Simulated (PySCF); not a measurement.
Molecule: C₄H₅Si, SMILES [C]1=C[SiH2]C=C1, doublet. Atoms near the plane z = 0.0 Å, at the PBE0/def2-SVP optimised geometry (x, y, z in Å): C2 (-0.8, 0.9, 0.0), Si3 (0.0, -0.8, 0.0), H6 (-0.7, 1.7, 0.7), H8 (1.5, -0.8, 0.0).

Level of theory: unrestricted PBE0/def2-TZVP in PySCF. Cells within 0.4 Å of a nucleus heavier than hydrogen are left out (blank, or x). The values are rescaled to run from 0 to 1.

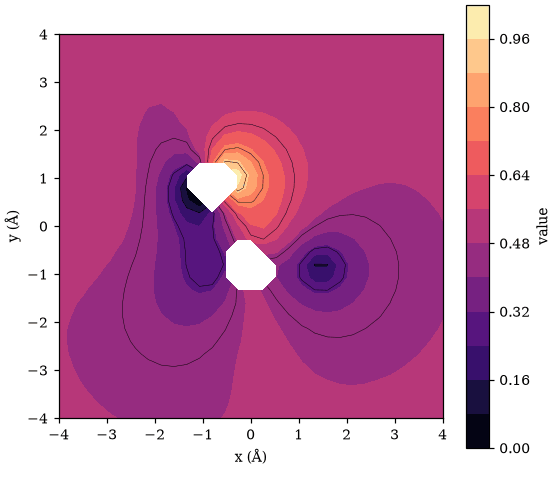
Figure. a field on the plane z = 0.0 Å.

Question: Which quantity is mapped?
A) an orbital amplitude
B) log10 of the electron density
C) Laplacian of the electron density
D) electrostatic potential

Answer: A, an orbital amplitude. In full: LUMO amplitude (α orbitals alone; a β orbital can be the lowest empty one) (bohr^(-3/2)).
